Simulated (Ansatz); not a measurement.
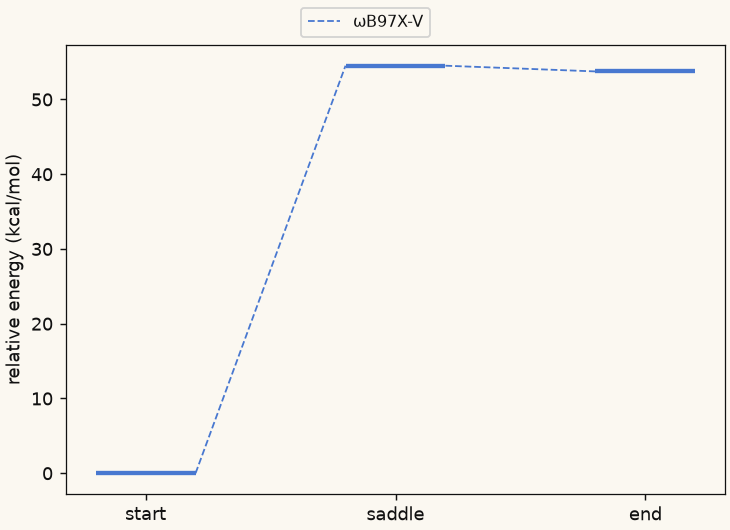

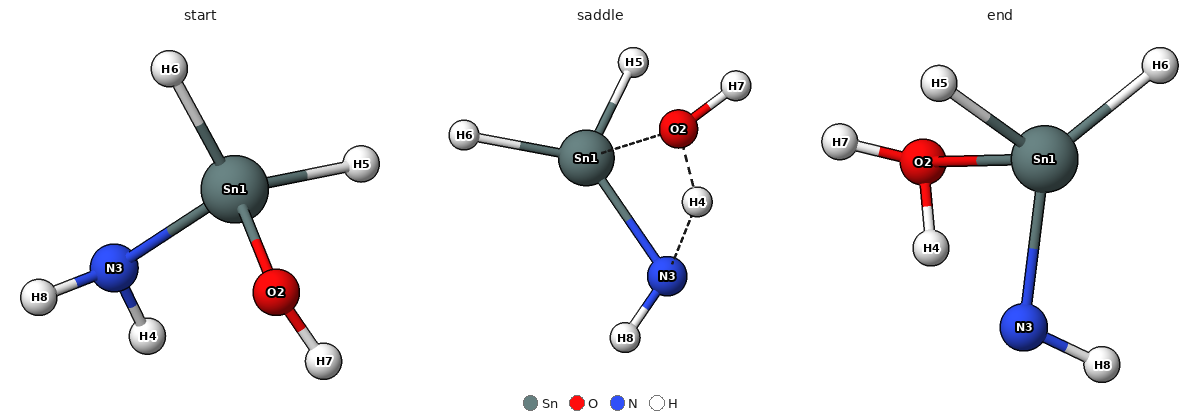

One elementary step of SnNH₅O, singlet: start, first-order saddle point (changing pairs dashed) and end. Electronic energies at PBE0-D4/def2-TZVP geometries, energies in def2-TZVPP, the Ansatz code; cores frozen in correlated methods, no zero-point terms. Start and end are the structures at the ends of the path (complexes, where there are several molecules). On heavy atoms the filled d shell below the valence is correlated. Lines between the levels only guide the eye.

**Which bonds change in the step?**

O2–H4 (3.65 → 1.07 → 0.99 Å) forms; N3–H4 (1.01 → 1.63 → 2.04 Å) breaks; Sn1–O2 (1.97 → 2.26 → 2.40 Å) lengthens (lengths at start, saddle and end; changes of bond order aren't listed). The imaginary mode at the saddle is 342.0i cm⁻¹ (PBE0-D4).

**Give the barriers and step energies (kcal/mol).**

```
  level  barrier  reverse barrier  step energy
ωB97X-V     54.5              0.8         53.8
```

Limits of at least one run: core potentials past krypton; spin-orbit coupling is left out, and with Sn it can shift these energies.
